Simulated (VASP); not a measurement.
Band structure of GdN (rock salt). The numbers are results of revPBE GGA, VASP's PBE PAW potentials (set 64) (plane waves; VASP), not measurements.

The 4f electrons are frozen in the core of the lanthanide potential, so 4f levels, which can set the real gap, and their magnetism are missing.

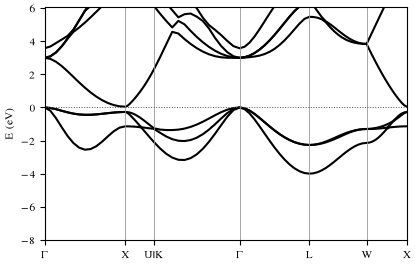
Fig. 1. Bands along high-symmetry lines, zero at the valence-band maximum or, without a gap, the Fermi level

**Question.** Read the plot: is there a gap, and where are the band edges?

**Answer.** The gap is indirect, 0.05 eV, from the valence maximum at Γ to the conduction minimum at X. (Edges off the drawn lines would not show.)

The compound is GdN in the rock salt structure. It was relaxed first.
